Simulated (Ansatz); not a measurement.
Single-point calculation of CH5SeSi

CH5SeSi, multiplicity 2, SMILES C[Se][SiH2], computed with UKS PBE0-D4/def2-TZVPP (Ansatz 0.2.0).

The geometry comes from this level: PBE0-D4/def2-TZVP.

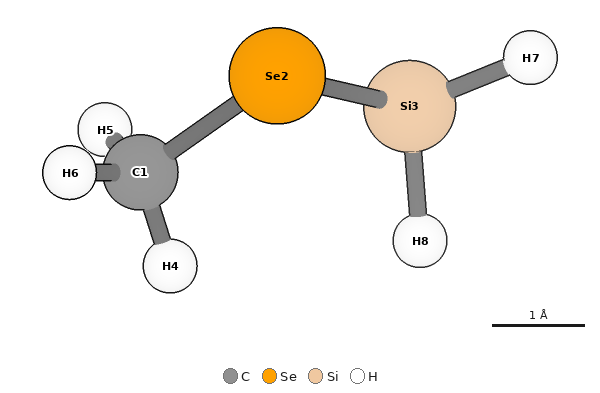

**Figure 1.** The structure (ball-and-stick view, seen at a tilt; atoms are numbered from 1 in the order of the input).

Key numbers

```tsv
quantity	value
outcome	converged
total energy	−74333.4876 eV
mean-field energy	−74333.3384 eV
dispersion energy	−0.1492 eV
⟨S²⟩	0.754
SCF solution under orbital rotations	stable
HOMO (either spin)	−5.73 eV
LUMO (either spin)	−2.51 eV
hardware	4 threads of Arm Neoverse V1, 23 GiB of memory available, shared host
wall time	5.5 s (CPU time 17 s)
peak memory	0.57 GiB
```

Input
```yaml
crystal:
  periodic: [false, false, false]
  atoms:
    - {symbol: C, position_ang: [-0.874320, 1.028319, -0.368650]}
    - {symbol: Se, position_ang: [0.772801, 0.837703, 0.669857]}
    - {symbol: Si, position_ang: [1.261810, -1.282783, 0.065763]}
    - {symbol: H, position_ang: [-1.580265, 0.246760, -0.095664]}
    - {symbol: H, position_ang: [-0.651100, 0.990636, -1.432413]}
    - {symbol: H, position_ang: [-1.287707, 2.002463, -0.114013]}
    - {symbol: H, position_ang: [2.378775, -1.714412, 0.952345]}
    - {symbol: H, position_ang: [0.072108, -2.165786, 0.266973]}
basis:
  gaussian: {orbitals: def2-TZVPP}
magnetization: {spin_polarized: true, initial_magnetization: 1}
hamiltonian: {xc: pbe0, dispersion: d4}
output: {orbitals: {seedname: orbitals}}
```

Launched with:
```bash
ansatz run in.yaml --threads 4 --pin off --events-out ev --progress --plain --max-ram 10444MiB
```

Output
```
Functional definition: PBE0
  name "PBE0"
  cite "Adamo & Barone, J. Chem. Phys. 110, 6158 (1999) doi:10.1063/1.478522"
  cite "Perdew, Burke & Ernzerhof, Phys. Rev. Lett. 77, 3865 (1996) doi:10.1103/PhysRevLett.77.3865"
  parent pbe
  parameter a = 0.25
  parameter kappa = 0.804
  parameter beta = 0.06672455060314922
  exchange = (1 - a)*pbe_x(kappa = kappa, mu = beta*pi^2/3) + a*exact_x
  correlation = pbe_c(beta = beta)
1178 factors; their error is unknown
mean field evaluation 1: about -74328.7014 eV, gradient 3.0e1 eV
mean field evaluation 2: about -74326.1440 eV, gradient 3.6e1 eV
mean field evaluation 4: about -74332.9090 eV, gradient 1.2e0 eV
mean field evaluation 8: about -74333.3381 eV, gradient 3.3e-1 eV
mean field evaluation 16: about -74333.3384 eV, gradient 1.4e-4 eV
mean field -74333.33837663 eV, -2731.6998003947 hartree, gradient 3.6e-5 eV, S^2 0.754256; 0 other end points of the search recorded, 0 dependent functions left out
reference -74333.33840635 eV, -2731.6998014868 hartree; 30, 29 occupied and 161, 162 virtual orbitals, 1178 factors
Total energy: -74333.48757075 eV, -2731.7052831777 hartree
```

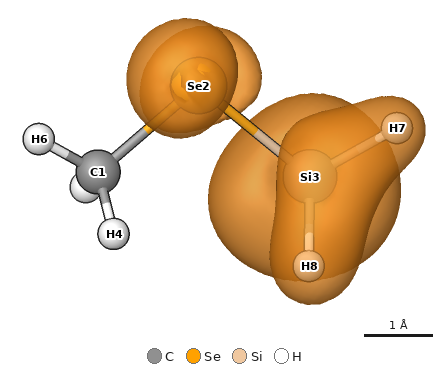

**Figure 2.** Isosurface of the spin density at +0.015 e/Å³ (orange), seen at a tilt. The unpaired spin (1 electron) lies mostly on Si3 (about 0.7) and Se2 (about 0.2), in electrons by Hirshfeld's partition.

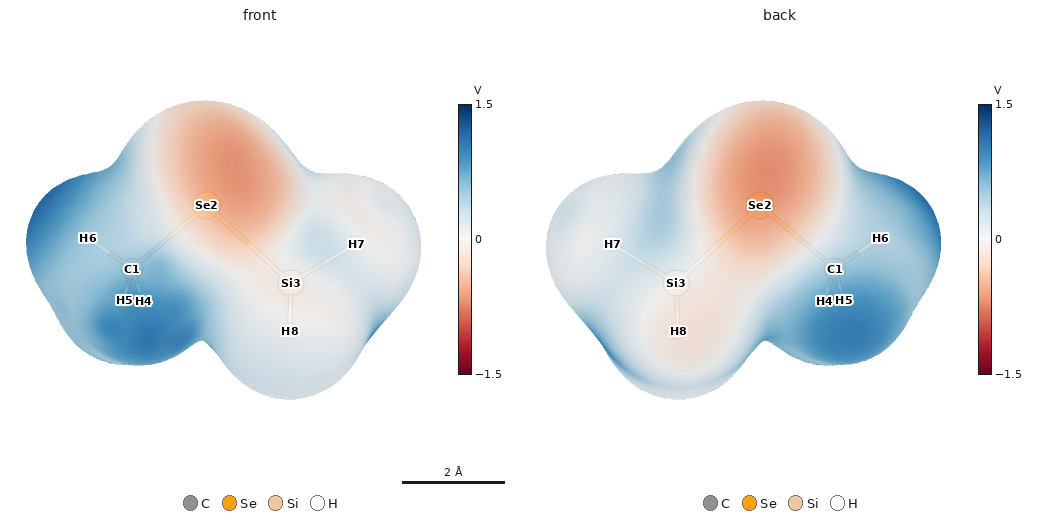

**Figure 3.** The electrostatic potential painted on the density surface at 0.002 e/bohr³, seen at a tilt and from behind; the colour scale runs from red (negative) to blue (positive).

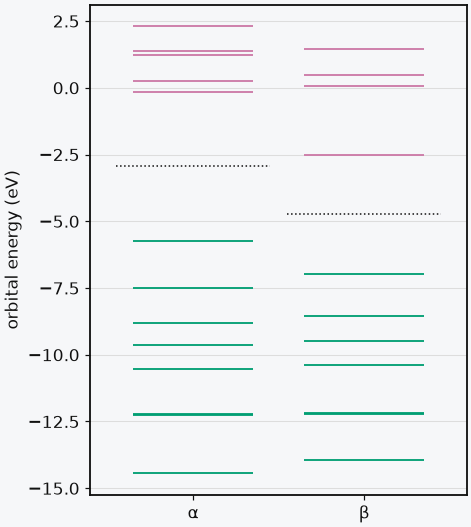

**Figure 4.** Orbital energies near the frontier for α and β spins; the dotted line parts filled from empty levels, and levels within 0.02 eV of each other stand side by side. α: highest filled −5.73 eV, lowest empty −0.16 eV, 5.57 eV apart; β: highest filled −6.96 eV, lowest empty −2.51 eV, 4.45 eV apart.
